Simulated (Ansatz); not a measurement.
# FH3O2Si···H2O: what the fields show

```json
{"atom": "Si", "x (Å)": "-0.0964", "y (Å)": "0.1392", "z (Å)": "-0.0779"}
{"atom": "F", "x (Å)": "-0.1631", "y (Å)": "0.1960", "z (Å)": "1.5341"}
{"atom": "H", "x (Å)": "1.2748", "y (Å)": "0.2836", "z (Å)": "-0.5592"}
{"atom": "O", "x (Å)": "-0.9306", "y (Å)": "1.4100", "z (Å)": "-0.7123"}
{"atom": "H", "x (Å)": "-1.8938", "y (Å)": "1.3807", "z (Å)": "-0.7348"}
{"atom": "O", "x (Å)": "-0.8439", "y (Å)": "-1.2893", "z (Å)": "-0.5062"}
{"atom": "H", "x (Å)": "-1.4435", "y (Å)": "-1.6278", "z (Å)": "0.1703"}
{"atom": "O", "x (Å)": "1.4053", "y (Å)": "-2.0265", "z (Å)": "1.1027"}
{"atom": "H", "x (Å)": "0.7349", "y (Å)": "-2.4712", "z (Å)": "0.5626"}
{"atom": "H", "x (Å)": "0.8882", "y (Å)": "-1.6217", "z (Å)": "1.8355"}
```

Not at a stationary point (largest force 0.9 eV/Å).

Computed with Ansatz 0.2.0, RKS B3LYP-D4/def2-SVP.

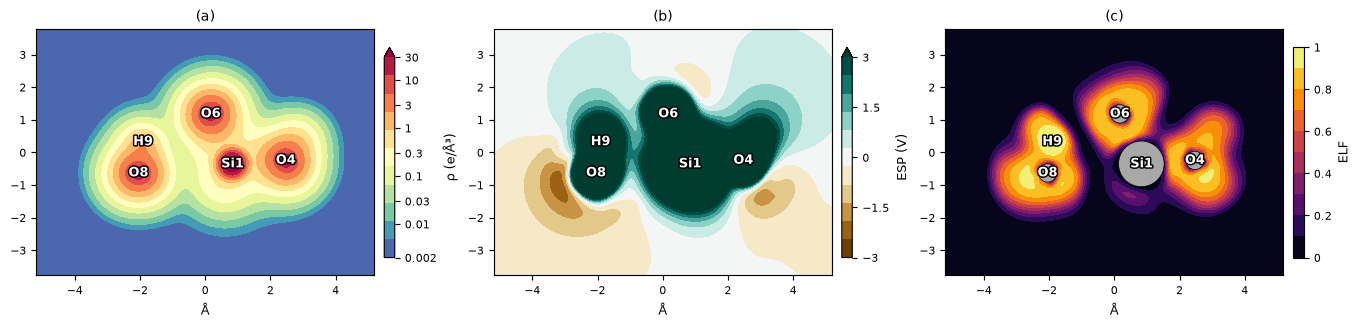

Figure 1. (a) electron density; (b) molecular electrostatic potential; (c) electron localisation function on the plane of atoms O4, Si1 and O6. Grey discs cover the atomic cores in the ELF map.

**Describe what can be read from this map.**

- The plane passes through Si, O and H nuclei.
- Si1···O8 (2.89 Å): the density falls to about 0.09 e/Å³ on the way; the ELF dips to about 0.05 between them.
- Si–O (1.65 Å): the density is about 1.1 e/Å³ at the midpoint; the ELF peaks at about 0.85 between the atoms (a shared but strongly polarised pair).
- O–H (0.97 Å): the density is about 3.7 e/Å³ at the midpoint; the ELF climbs to about 1 towards the hydrogen, as it does in any bond to H (an ordinary covalent bond to hydrogen).
- The ELF also peaks beside O8, O4 and O6, away from the bonds: lone-pair regions.
- Outside the dense part of the complex the potential is most negative (−2.3 V) near O8.

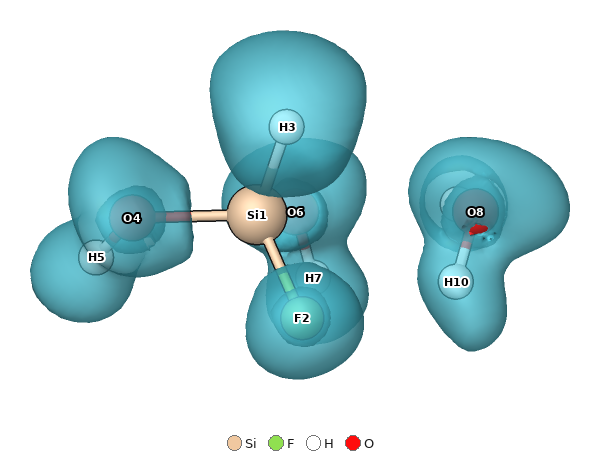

Figure 2. Isosurface of the electron localisation function at 0.75 (cyan), seen from one side. Only the valence region is drawn (cores and ρ < 0.01 e/Å³ removed).

**What do the ELF domains correspond to?**

The ELF exceeds this value in one region around a hydrogen nucleus, one region wrapped around F (its lone pairs, merged into a ring or cap) and three joined regions spread over several atoms (H, O), in which their bonds and any lone pairs are merged. Profiles from the grid: Si–F (1.61 Å): the ELF peaks at about 0.85 in the valence shell of F, 0.6 Å from its nucleus, and is about 0.40 at the midpoint.

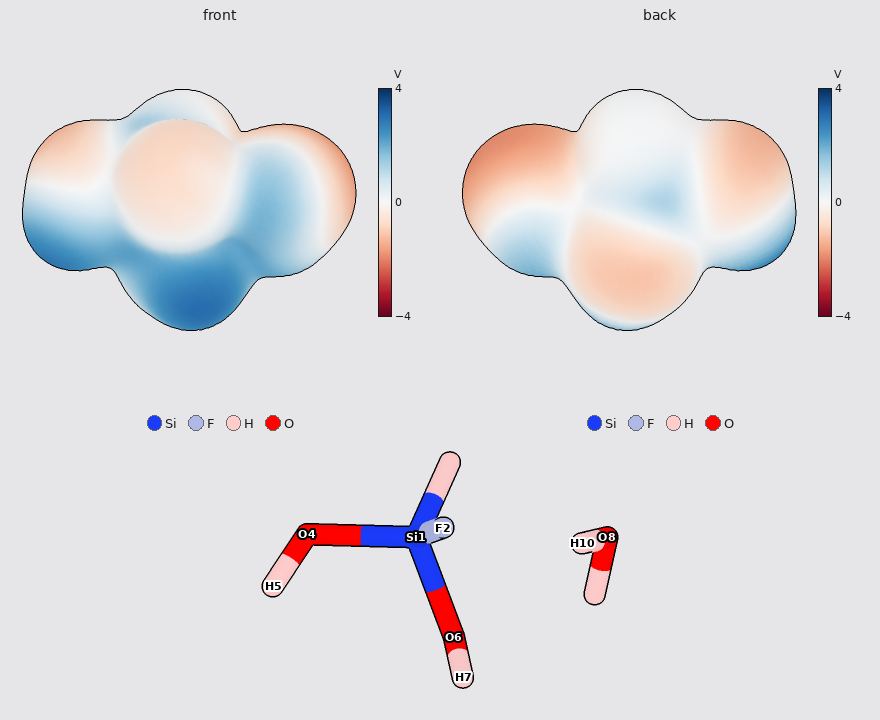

Figure 3. The electrostatic potential painted on the density surface at 0.002 e/bohr³, seen from the front and from behind; the colour scale runs from red (negative) to blue (positive). The bare structure is drawn below in the same view.

**Where is the surface potential most negative and most positive?**

The most negative region (about −1.8 V, or −42 kcal/mol for a unit charge) lies over O8, the most positive (about +3.0 V, or +69 kcal/mol for a unit charge) over H7. O8 is the likeliest acceptor of a hydrogen bond.
